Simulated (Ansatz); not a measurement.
# W3N4: a line through a two-coordinate scan

How does the energy of W₃N₄ (Pm-3m, No. 221; 7 atoms in the cell) vary with normal strain along z, at engineering shear strain xz = 0.0 %?

Method: DFT LDA, scalar-relativistic, plane waves, PAW, in Ansatz 0.2.0.

1 further run of the same task is left out (set aside as unsound or not needed).

## Step 1: Starting point

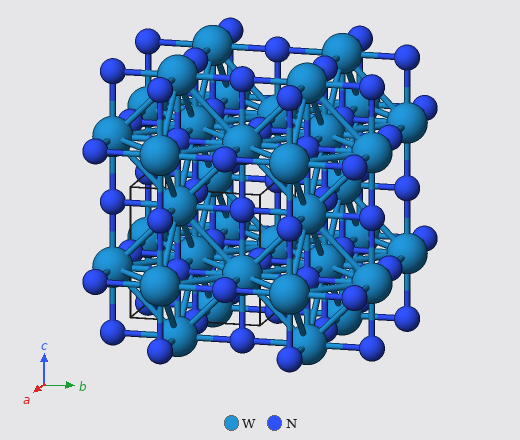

The starting structure, seen slightly off an axis (tungsten blue, nitrogen blue). 2×2×2 cells are drawn. Atoms on the faces are drawn again on the opposite ones.

Coordinates:

```xyz
7
Lattice="4.1571 0.0000 0.0000 0.0000 4.1571 0.0000 0.0000 0.0000 4.1571" Properties=species:S:1:pos:R:3 pbc="T T T"
W     2.0785    2.0785    0.0000
W     0.0000    2.0785    2.0785
W     2.0785    0.0000    2.0785
N     2.0785    2.0785    2.0785
N     2.0785    0.0000    0.0000
N     0.0000    2.0785    0.0000
N     0.0000    0.0000    2.0785
```

It is the result of an earlier relaxation at this level (volume 10.26 Å³/atom; gap on the mesh: none (metal)).

## Step 2: What is varied

The energy is mapped over two homogeneous strains (x along [1 0 0], y along [0 1 0], z along [0 0 1] of the conventional cell).

The axes are (1) engineering shear strain xz: 7 values from −14.0 %; (2) normal strain along z: 7 values from −7.00 %.

Nothing else is relaxed (symmetry fixes all fractional coordinates). Energies count from the relaxed crystal. Points are written as (first, second).

## Step 3: Grid point (0.0 %, −7.00 %)

input.yaml reads:

```yaml
crystal:
  lattice:
    - [4.1570909591, 0.0, 0.0]
    - [0.0, 4.1570909591, 0.0]
    - [0.0, 0.0, 3.866094592]
  atoms:
    - { symbol: W, position: [0.5, 0.5, 0.0] }
    - { symbol: W, position: [0.0, 0.5, 0.5] }
    - { symbol: W, position: [0.5, 0.0, 0.5] }
    - { symbol: "N", position: [0.5, 0.5, 0.5] }
    - { symbol: "N", position: [0.5, 0.0, 0.0] }
    - { symbol: "N", position: [0.0, 0.5, 0.0] }
    - { symbol: "N", position: [0.0, 0.0, 0.5] }
basis:
  ecutwfc: 520.0
kpoints:
  mp_grid: { grid: [10, 10, 10] }
hamiltonian:
  xc: lda
  pseudopotentials: { kind: paw, azcp: { folder: soft_1 } }
scf:
  occupations: { method: gaussian, width: 0.15 }
output:
  forces: true
  stress: true
  eigenvalues: true
```

Launch:

```sh
$ ansatz run input.yaml --threads 4 --pin off --max-ram 8192MiB --backend cpu --events-out ev --progress --plain --runs-dir out
```

The log of the run, cut to the lines that bear on the results:

```text
Warning: <dir> the record states the generating functional pbe (its physics header spells it `PBE`), which answers neither for hamiltonian.xc's functional nor for the lda family's — results may be inconsistent (PPs are generated against a specific XC)
[...]
Warning: RAYON_NUM_THREADS=4 ignored (pool sized by the plan → 4); use --threads N
[...]
Pseudopotentials: kind: paw
Pseudopotential: W, paw, valence charge 14, recommended cutoff 420 eV (normal), <dir>
Pseudopotential: N, paw, valence charge 5, recommended cutoff 420 eV (normal), <dir>
Functional definition: SPW92
[...]
Crystal: 7 atoms, lattice volume = 66.812 Å³
Basis set: ecut = 520 eV, 1815 PW (Γ)
Bands: 38, of which v1, the nominal top of the filled ones, is band 31 counted from 1 (30 counted from 0)
Symmetry: 16 space group operations
Space group: P4/mmm (ITA 123), of the structure as read, at distance tolerance 4.1e-5 Å
k-points: 126 of 1000
[...]
SCF iter   1: F=—  HF=-31892.079429 eV  |F-HF|=—  |Δ(HF+E_count)|=         —  Δρ=1.40e-1  dr2=1.41e1  ethr=3.10e-3  ⟨swp⟩=6.2  Hψ=19708  notcnv=0
[...]
SCF iter   9: F=-31888.318557 eV  HF=-31888.318557 eV  |F-HF|=9.60e-10  |Δ(HF+E_count)|=   1.64e-8  Δρ=1.44e-6  dr2=1.39e-9  ethr=1.61e-10  ⟨swp⟩=10.2  Hψ=19737  notcnv=0
[...]
SCF converged after 9 iterations
Free energy (F): -31888.318557 eV
[...]
E sigma→0 (E₀):  -31888.301843 eV
Entropy (-TS):   -0.033428 eV (-4.775 meV/atom)
Fermi energy:    20.973527 eV
[...]
--- Forces (eV/Å), atoms counted from 1 ---
  atom   1  W      0.00000000     0.00000000     0.00000000
  atom   2  W      0.00000000    -0.00000000     0.00000000
  atom   3  W      0.00000000    -0.00000000     0.00000000
  atom   4  N      0.00000000     0.00000000     0.00000000
  atom   5  N      0.00000000     0.00000000     0.00000000
  atom   6  N      0.00000000     0.00000000     0.00000000
  atom   7  N     -0.00000000     0.00000000     0.00000000
[...]
--- Stress (GPa, compression-positive) ---
       12.432575       0.000000       0.000000
        0.000000      12.432575       0.000000
        0.000000       0.000000      92.198814
  P = ⅓ Tr σ = 39.0213 GPa (390.213 kbar)
--- Band table (eV; the first three rows and the last of 126) ---
[...]
```

It took 13 s on 4 threads of Arm Neoverse N1, shared host; peak memory 0.58 GiB.

On the map this point reads 180 meV/atom.

## Step 4: Point (0.0 %, −4.67 %)

Changes to input.yaml since step 3:

```diff
@@ -4,3 +4,3 @@
     - [0.0, 4.1570909591, 0.0]
-    - [0.0, 0.0, 3.866094592]
+    - [0.0, 0.0, 3.9629548113]
   atoms:
```

Launch:

```sh
$ ansatz run input.yaml --threads 4 --pin off --max-ram 8192MiB --backend cpu --events-out ev --progress --plain --runs-dir out
```

The log of the run, cut to the lines that bear on the results:

```text
Warning: <dir> the record states the generating functional pbe (its physics header spells it `PBE`), which answers neither for hamiltonian.xc's functional nor for the lda family's — results may be inconsistent (PPs are generated against a specific XC)
[...]
Warning: RAYON_NUM_THREADS=4 ignored (pool sized by the plan → 4); use --threads N
[...]
[... 4 set-up lines as earlier in the session ...]
[...]
Crystal: 7 atoms, lattice volume = 68.485 Å³
Basis set: ecut = 520 eV, 1863 PW (Γ)
Bands: 38, of which v1, the nominal top of the filled ones, is band 31 counted from 1 (30 counted from 0)
[... 2 set-up lines as earlier in the session ...]
k-points: 126 of 1000
[...]
SCF iter   1: F=—  HF=-31892.618059 eV  |F-HF|=—  |Δ(HF+E_count)|=         —  Δρ=1.34e-1  dr2=1.36e1  ethr=3.10e-3  ⟨swp⟩=6.0  Hψ=19651  notcnv=0
[...]
SCF iter   9: F=-31889.072692 eV  HF=-31889.072692 eV  |F-HF|=1.41e-9  |Δ(HF+E_count)|=   1.65e-8  Δρ=1.71e-6  dr2=2.20e-9  ethr=1.61e-10  ⟨swp⟩=10.1  Hψ=19434  notcnv=0
[...]
SCF converged after 9 iterations
Free energy (F): -31889.072692 eV
[...]
E sigma→0 (E₀):  -31889.056155 eV
Entropy (-TS):   -0.033074 eV (-4.725 meV/atom)
Fermi energy:    20.394121 eV
[...]
--- Forces (eV/Å), atoms counted from 1 ---
  atom   1  W     -0.00000000     0.00000000     0.00000000
  atom   2  W      0.00000000     0.00000000     0.00000000
  atom   3  W     -0.00000000     0.00000000     0.00000000
  atom   4  N      0.00000000     0.00000000     0.00000000
  atom   5  N     -0.00000000     0.00000000     0.00000000
  atom   6  N      0.00000000     0.00000000     0.00000000
  atom   7  N     -0.00000000     0.00000000     0.00000000
[...]
--- Stress (GPa, compression-positive) ---
        7.653397       0.000000       0.000000
        0.000000       7.653397       0.000000
        0.000000       0.000000      53.647766
  P = ⅓ Tr σ = 22.9849 GPa (229.849 kbar)
--- Band table (eV; the first three rows and the last of 126) ---
[...]
```

It took 13 s on 4 threads of Arm Neoverse N1, shared host; peak memory 0.59 GiB.

Energy on the map's scale: 72 meV/atom.

## Step 5: Variant: ecutwfc 800 eV

Changes to input.yaml since step 4:

```diff
@@ -14,3 +14,3 @@
 basis:
-  ecutwfc: 520.0
+  ecutwfc: "800 eV"
 kpoints:
@@ -24,3 +24,3 @@
   forces: true
+  eigenvalues: true
   stress: true
-  eigenvalues: true
```

Launch:

```sh
$ ansatz run input.yaml --threads 4 --pin off --max-ram 8192MiB --backend cpu --events-out ev --progress --plain --runs-dir out
```

The log of the run, cut to the lines that bear on the results:

```text
Warning: <dir> the record states the generating functional pbe (its physics header spells it `PBE`), which answers neither for hamiltonian.xc's functional nor for the lda family's — results may be inconsistent (PPs are generated against a specific XC)
[...]
Warning: RAYON_NUM_THREADS=4 ignored (pool sized by the plan → 4); use --threads N
[...]
[... 4 set-up lines as earlier in the session ...]
[...]
Crystal: 7 atoms, lattice volume = 68.485 Å³
Basis set: ecut = 800 eV, 3567 PW (Γ)
Bands: 38, of which v1, the nominal top of the filled ones, is band 31 counted from 1 (30 counted from 0)
[... 2 set-up lines as earlier in the session ...]
k-points: 126 of 1000
[...]
SCF iter   1: F=—  HF=-31892.620630 eV  |F-HF|=—  |Δ(HF+E_count)|=         —  Δρ=1.34e-1  dr2=1.36e1  ethr=3.10e-3  ⟨swp⟩=5.9  Hψ=19661  notcnv=0
[...]
SCF iter   9: F=-31889.075267 eV  HF=-31889.075267 eV  |F-HF|=1.39e-9  |Δ(HF+E_count)|=   1.59e-8  Δρ=1.71e-6  dr2=2.21e-9  ethr=1.61e-10  ⟨swp⟩=10.2  Hψ=19507  notcnv=0
[...]
SCF converged after 9 iterations
Free energy (F): -31889.075267 eV
[...]
E sigma→0 (E₀):  -31889.058730 eV
Entropy (-TS):   -0.033074 eV (-4.725 meV/atom)
Fermi energy:    20.394014 eV
[...]
--- Forces (eV/Å), atoms counted from 1 ---
  atom   1  W      0.00000000     0.00000000     0.00000000
  atom   2  W      0.00000000     0.00000000     0.00000000
  atom   3  W     -0.00000000    -0.00000000     0.00000000
  atom   4  N      0.00000000     0.00000000     0.00000000
  atom   5  N     -0.00000000    -0.00000000     0.00000000
  atom   6  N      0.00000000     0.00000000     0.00000000
  atom   7  N      0.00000000     0.00000000     0.00000000
[...]
--- Stress (GPa, compression-positive) ---
        7.647966       0.000000       0.000000
        0.000000       7.647966       0.000000
        0.000000       0.000000      53.629277
  P = ⅓ Tr σ = 22.9751 GPa (229.751 kbar)
--- Band table (eV; the first three rows and the last of 126) ---
[...]
```

It took 26 s on 4 threads of Arm Neoverse N1, shared host; peak memory 0.85 GiB.

| run | ending | energy change | pressure (GPa) | gap (eV) | force (eV/Å) | cycles | time |
| --- | --- | --- | --- | --- | --- | --- | --- |
| step 4 | converged | 0 | 23.0 | 0.00 | 0.00 | 9 | 13 s |
| variant | converged | -0.4 meV/atom | 23.0 | 0.00 | 0.00 | 9 | 26 s |

Changing the cutoff hardly moves the energy: -0.4 meV/atom. Cost: 26 s against 13 s.

## Step 6: Point (0.0 %, −2.33 %)

Changes to input.yaml since step 4:

```diff
@@ -4,3 +4,3 @@
     - [0.0, 4.1570909591, 0.0]
-    - [0.0, 0.0, 3.9629548113]
+    - [0.0, 0.0, 4.0602307398]
   atoms:
@@ -26 +26,5 @@
   eigenvalues: true
+  write_density: true
+  write_potential: true
+  elf: true
+  volumetric_format: npy
```

Launch:

```sh
$ ansatz run input.yaml --threads 4 --pin off --max-ram 8192MiB --backend cpu --events-out ev --progress --plain --runs-dir out
```

The log of the run, cut to the lines that bear on the results:

```text
Warning: <dir> the record states the generating functional pbe (its physics header spells it `PBE`), which answers neither for hamiltonian.xc's functional nor for the lda family's — results may be inconsistent (PPs are generated against a specific XC)
[...]
Warning: RAYON_NUM_THREADS=4 ignored (pool sized by the plan → 4); use --threads N
[...]
[... 4 set-up lines as earlier in the session ...]
[...]
Crystal: 7 atoms, lattice volume = 70.166 Å³
Basis set: ecut = 520 eV, 1895 PW (Γ)
Bands: 38, of which v1, the nominal top of the filled ones, is band 31 counted from 1 (30 counted from 0)
[... 2 set-up lines as earlier in the session ...]
k-points: 126 of 1000
[...]
SCF iter   1: F=—  HF=-31892.839833 eV  |F-HF|=—  |Δ(HF+E_count)|=         —  Δρ=1.30e-1  dr2=1.34e1  ethr=3.10e-3  ⟨swp⟩=5.9  Hψ=19573  notcnv=0
[...]
SCF iter   9: F=-31889.466758 eV  HF=-31889.466758 eV  |F-HF|=2.32e-9  |Δ(HF+E_count)|=   1.59e-8  Δρ=1.97e-6  dr2=3.74e-9  ethr=1.61e-10  ⟨swp⟩=14.3  Hψ=33678  notcnv=0
[...]
SCF converged after 9 iterations
Free energy (F): -31889.466758 eV
[...]
E sigma→0 (E₀):  -31889.452658 eV
Entropy (-TS):   -0.028200 eV (-4.029 meV/atom)
Fermi energy:    19.845263 eV
[...]
--- Forces (eV/Å), atoms counted from 1 ---
  atom   1  W      0.00000000    -0.00000000     0.00000000
  atom   2  W      0.00000000    -0.00000000     0.00000000
  atom   3  W      0.00000000    -0.00000000     0.00000000
  atom   4  N      0.00000000    -0.00000000     0.00000000
  atom   5  N     -0.00000000    -0.00000000     0.00000000
  atom   6  N      0.00000000    -0.00000000     0.00000000
  atom   7  N     -0.00000000     0.00000000     0.00000000
[...]
--- Stress (GPa, compression-positive) ---
        3.737467       0.000000       0.000000
        0.000000       3.737467       0.000000
        0.000000       0.000000      22.681061
  P = ⅓ Tr σ = 10.0520 GPa (100.520 kbar)
--- Band table (eV; the first three rows and the last of 126) ---
[...]
```

Run time: 17 s. Hardware: 4 threads of Arm Neoverse N1, shared host; peak memory 0.6 GiB.

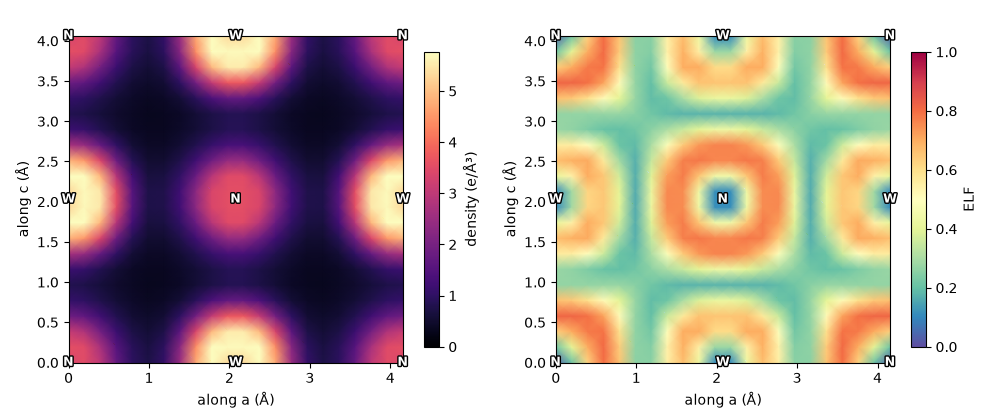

Density (left) and ELF (right) in a lattice plane of the grid's cell (edges 4.16 and 4.06 Å, at 0.500 of the third edge), which holds W and N. Only atoms in the plane are labelled. Both are smooth fields of the valence electrons: close to the nuclei they are not physical.

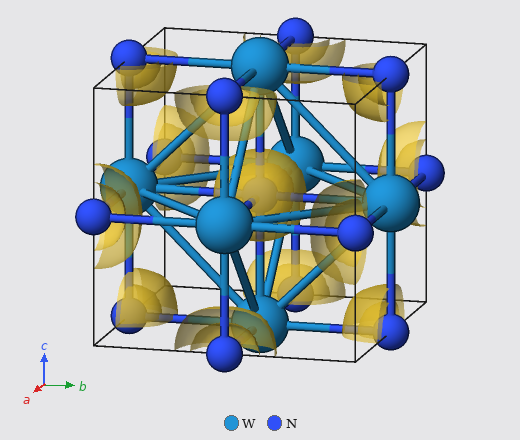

Surface of ELF = 0.75, drawn in one cell.

The highest ELF values outside the cores: 0.81 in the shell around N, 0.7 Å from N.

That is 16 meV/atom from the zero.

## Step 7: The run at (0.0 %, 2.33 %)

Changes to input.yaml since step 6:

```diff
@@ -4,3 +4,3 @@
     - [0.0, 4.1570909591, 0.0]
-    - [0.0, 0.0, 4.0602307398]
+    - [0.0, 0.0, 4.2539511784]
   atoms:
```

Launch:

```sh
$ ansatz run input.yaml --threads 4 --pin off --max-ram 8192MiB --backend cpu --events-out ev --progress --plain --runs-dir out
```

The log of the run, cut to the lines that bear on the results:

```text
[...]
SCF converged after 9 iterations
Free energy (F): -31889.484882 eV
[...]
E sigma→0 (E₀):  -31889.469817 eV
Entropy (-TS):   -0.030130 eV (-4.304 meV/atom)
Fermi energy:    18.744705 eV
[...]
--- Forces (eV/Å), atoms counted from 1 ---
  atom   1  W      0.00000000     0.00000000     0.00000000
  atom   2  W      0.00000000     0.00000000     0.00000000
  atom   3  W      0.00000000     0.00000000     0.00000000
  atom   4  N      0.00000000     0.00000000     0.00000000
  atom   5  N     -0.00000000     0.00000000     0.00000000
  atom   6  N      0.00000000    -0.00000000     0.00000000
  atom   7  N     -0.00000000     0.00000000     0.00000000
[...]
--- Stress (GPa, compression-positive) ---
       -4.143822       0.000000       0.000000
        0.000000      -4.143822       0.000000
        0.000000       0.000000     -16.666081
  P = ⅓ Tr σ = -8.3179 GPa (-83.179 kbar)
--- Band table (eV; the first three rows and the last of 126) ---
[...]
```

Wall time 18 s (4 threads of Arm Neoverse N1, shared host); peak memory 0.61 GiB.

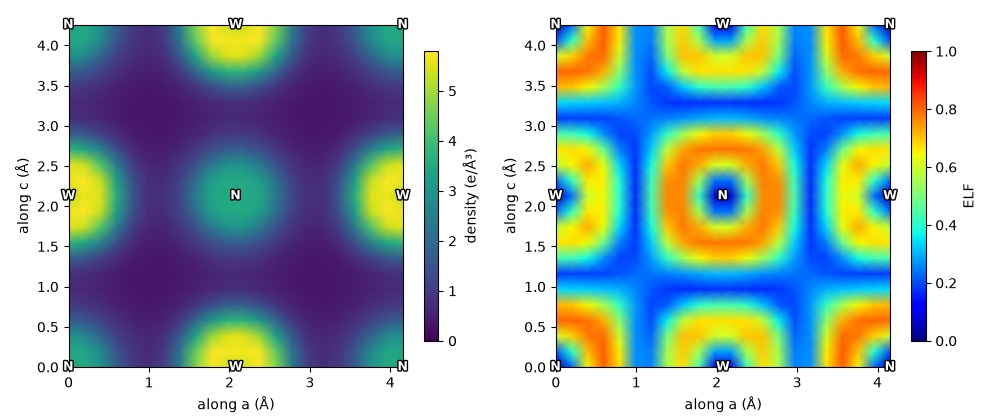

Density (left) and ELF (right) in a lattice plane of the grid's cell (edges 4.16 and 4.25 Å, at 0.500 of the third edge), which holds W and N. Only atoms in the plane are labelled. Both are smooth fields of the valence electrons: close to the nuclei they are not physical.

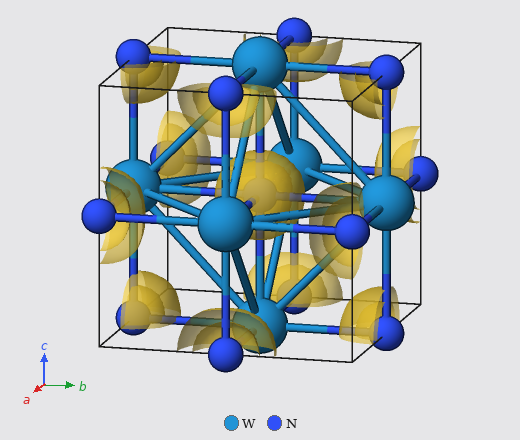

Surface of ELF = 0.76, drawn in one cell.

The highest ELF values outside the cores: 0.82 in the shell around N, 0.7 Å from N.

That is 13 meV/atom from the zero.

## Step 8: Grid point (0.0 %, 4.67 %)

Changes to input.yaml since step 7:

```diff
@@ -4,3 +4,3 @@
     - [0.0, 4.1570909591, 0.0]
-    - [0.0, 0.0, 4.2539511784]
+    - [0.0, 0.0, 4.3512271069]
   atoms:
@@ -26,5 +26 @@
   eigenvalues: true
-  write_density: true
-  write_potential: true
-  elf: true
-  volumetric_format: npy
```

Launch:

```sh
$ ansatz run input.yaml --threads 4 --pin off --max-ram 8192MiB --backend cpu --events-out ev --progress --plain --runs-dir out
```

The log of the run, cut to the lines that bear on the results:

```text
[...]
SCF converged after 9 iterations
Free energy (F): -31889.243211 eV
[...]
E sigma→0 (E₀):  -31889.227517 eV
Entropy (-TS):   -0.031389 eV (-4.484 meV/atom)
Fermi energy:    18.189213 eV
[...]
--- Forces (eV/Å), atoms counted from 1 ---
  atom   1  W      0.00000000    -0.00000000     0.00000000
  atom   2  W      0.00000000    -0.00000000     0.00000000
  atom   3  W      0.00000000    -0.00000000     0.00000000
  atom   4  N      0.00000000     0.00000000     0.00000000
  atom   5  N      0.00000000     0.00000000     0.00000000
  atom   6  N      0.00000000    -0.00000000     0.00000000
  atom   7  N     -0.00000000     0.00000000     0.00000000
[...]
--- Stress (GPa, compression-positive) ---
       -7.679782       0.000000       0.000000
        0.000000      -7.679782       0.000000
        0.000000       0.000000     -28.724159
  P = ⅓ Tr σ = -14.6946 GPa (-146.946 kbar)
--- Band table (eV; the first three rows and the last of 126) ---
[...]
```

Run time: 15 s. Hardware: 4 threads of Arm Neoverse N1, shared host; peak memory 0.62 GiB.

Energy on the map's scale: 48 meV/atom.

## Step 9: Point (0.0 %, 7.00 %)

Changes to input.yaml since step 8:

```diff
@@ -4,3 +4,3 @@
     - [0.0, 4.1570909591, 0.0]
-    - [0.0, 0.0, 4.3512271069]
+    - [0.0, 0.0, 4.4480873262]
   atoms:
```

Launch:

```sh
$ ansatz run input.yaml --threads 4 --pin off --max-ram 8192MiB --backend cpu --events-out ev --progress --plain --runs-dir out
```

The log of the run, cut to the lines that bear on the results:

```text
[...]
SCF converged after 9 iterations
Free energy (F): -31888.897720 eV
[...]
E sigma→0 (E₀):  -31888.880297 eV
Entropy (-TS):   -0.034845 eV (-4.978 meV/atom)
Fermi energy:    17.660151 eV
[...]
--- Forces (eV/Å), atoms counted from 1 ---
  atom   1  W      0.00000000     0.00000000     0.00000000
  atom   2  W      0.00000000    -0.00000000     0.00000000
  atom   3  W      0.00000000     0.00000000     0.00000000
  atom   4  N      0.00000000    -0.00000000     0.00000000
  atom   5  N     -0.00000000     0.00000000     0.00000000
  atom   6  N      0.00000000     0.00000000     0.00000000
  atom   7  N      0.00000000     0.00000000     0.00000000
[...]
--- Stress (GPa, compression-positive) ---
      -10.962452       0.000000       0.000000
        0.000000     -10.962452       0.000000
        0.000000       0.000000     -36.780673
  P = ⅓ Tr σ = -19.5685 GPa (-195.685 kbar)
--- Band table (eV; the first three rows and the last of 126) ---
[...]
```

It took 15 s on 4 threads of Arm Neoverse N1, shared host; peak memory 0.63 GiB.

Energy on the map's scale: 97 meV/atom.

## Step 10: The line in numbers

```
normal strain along z (%)  step  energy (meV/atom)  slope (meV/atom per %)  pressure (GPa)
                    −7.00     3                180                     −59            39.0
                    −4.67     4                 72                     −34            23.0
                    −2.33     6                 16                     −15            10.1
                     0.00     –                  0                       0            −0.2
                     2.33     7                 13                      11            −8.3
                     4.67     8                 48                      18           −14.7
                     7.00     9                 97                      24           −19.6
```

Energies count from the relaxed crystal. Rows without a step come from runs not printed here or follow by symmetry. Slopes come from the forces (and the stress, where the cell changes), not from differences of energies.

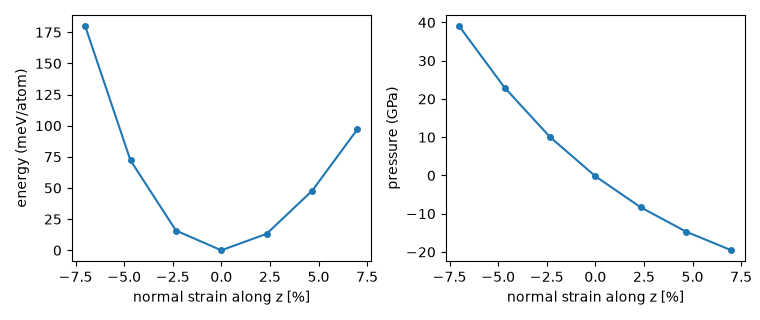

Energy and pressure along the line.

| run | outcome |
| --- | --- |
| step 5, run with ecutwfc 800 eV (against step 4) | -0.4 meV/atom |

Along the line the energy is lowest at 0.00 %, 0 meV/atom from the zero. A fit to energies and slopes at the lowest point and its two neighbours puts the minimum at −0.023 %, with a curvature of about 5.3 meV/atom per %². Divided by the reference volume, that is a stiffness of about 830 GPa for this pattern of strain. The well is lopsided: two grid steps out, the energy rises by 72 meV/atom towards smaller values and 48 meV/atom towards larger ones. The highest point computed, at −7.00 %, lies 180 meV/atom above the lowest. This is one cut through a surface in two coordinates; it holds the lowest point sampled, which need not be a minimum. The runs treat W without spin-orbit coupling.
